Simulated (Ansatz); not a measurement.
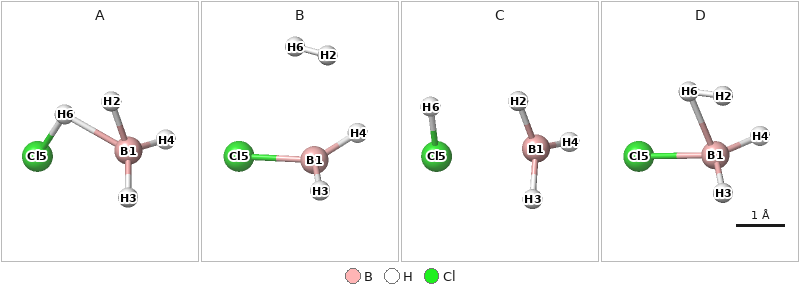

4 geometries from a converged minimum-energy path of BH₄Cl, made up at the start of BH₃ and HCl, shuffled. The picture is a ball-and-stick view, seen from a free direction.

All numbers below come from RKS PBE0/def2-SVPD (Ansatz). Set-up: 7 movable images; climbing image; force threshold 0.05 eV/Å; iteration limit 60; starting path through a guess of the saddle point.

Q: Which frame is the top of the path?

A: A. In order along the path, whose images run from 0 to 8: C (image 1, +5.8 kJ/mol), A (image 3, +22.7 kJ/mol), D (image 5, −47.0 kJ/mol), B (image 8, −59.7 kJ/mol). Breaking: B1–H2 (1.21 → 1.26 at the top → 2.90 Å), Cl5–H6 (1.29 → 1.43 at the top → 3.48 Å). Forming: B1–Cl5 (2.33 → 2.18 at the top → 1.75 Å), H2–H6 (2.63 → 1.24 at the top → 0.76 Å).
